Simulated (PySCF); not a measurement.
# C₃H₈FO+: NMR shifts and spin-spin couplings

Aim: predict the NMR shifts and spin-spin couplings of C₃H₈FO+ (`C[O+](C)CF`).

Programs: PySCF 2.14.0, with density-fitted response routines of our own. Each step states its level of theory. These are calculated values for one molecule in the gas phase, unless marked as measured. Atoms are numbered from 0 throughout.

## Step 1: Starting geometry

13 atoms, charge 1, multiplicity 1; geometry from: GFN2-xTB.

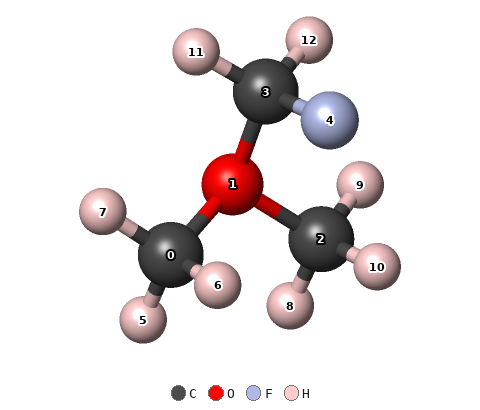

As it starts; carbon dark grey, oxygen red, fluorine light blue, hydrogen pink, atoms numbered; sticks join atoms by distance.

## Step 2: NMR shieldings: PBE0/pcSseg-1

What the job is given:

```
{"job": {"kind": "nmr", "xc": "PBE0", "basis": "pcSseg-1"}, "charge": 1, "multiplicity": 1}
C     -0.836182    -0.899961    -0.649595
O     -0.138753    -0.193447     0.414786
C     -0.492520     1.218321     0.437997
C      1.283637    -0.384399     0.347671
F      1.735692     0.139598    -0.799753
H     -1.905624    -0.776500    -0.485784
H     -0.558672    -0.512855    -1.631836
H     -0.586285    -1.958285    -0.580967
H     -1.573329     1.291477     0.547610
H     -0.015384     1.675895     1.304202
H     -0.172139     1.722378    -0.475933
H      1.502467    -1.459626     0.362530
H      1.752704     0.137890     1.191345
```

With the program's defaults for keys left out, this is: GIAO PBE0/pcSseg-1 NMR shielding, non-relativistic, gas phase.

**Question.** This job is followed by: B3LYP/pcJ-1 indirect spin-spin coupling, non-relativistic, gas phase. Predict these results of the whole session: ¹³C shifts against TMS (PBE0/pcSseg-1, means over atoms taken as alike); ¹H shifts against TMS (PBE0/pcSseg-1, means over atoms taken as alike); ¹⁷O shifts against H2O (PBE0/pcSseg-1); ¹⁹F shifts against CFCl3 (PBE0/pcSseg-1); largest coupling of the table (B3LYP/pcJ-1).

The runs gave:

| quantity | value |
| --- | --- |
| ¹³C shifts against TMS (PBE0/pcSseg-1, means over atoms taken as alike) | 116.2, 75.6 ppm |
| ¹H shifts against TMS (PBE0/pcSseg-1, means over atoms taken as alike) | 6.24, 4.83 ppm |
| ¹⁷O shifts against H2O (PBE0/pcSseg-1) | 66.8 ppm |
| ¹⁹F shifts against CFCl3 (PBE0/pcSseg-1) | -181.1 ppm |
| largest coupling of the table (B3LYP/pcJ-1) | ¹J(C,F) C3–F4, -329.9 Hz |

The most deshielded hydrogen is H11, H12 (mean) (hydrogen on an sp3 CH2 bonded to F and O), at 6.24 ppm: its carbon carries F and O, hence the downfield position. At PBE0/pcSseg-1: Shielding is most anisotropic at F4 (span 218 ppm, paramagnetic term -120 ppm). Of the pairs tabulated at B3LYP/pcJ-1, C3–F4 couples most strongly (-329.9 Hz; Fermi contact -324.8 Hz). Couplings across rotatable bonds belong to this one conformer; where others are populated, the observed values are averages.
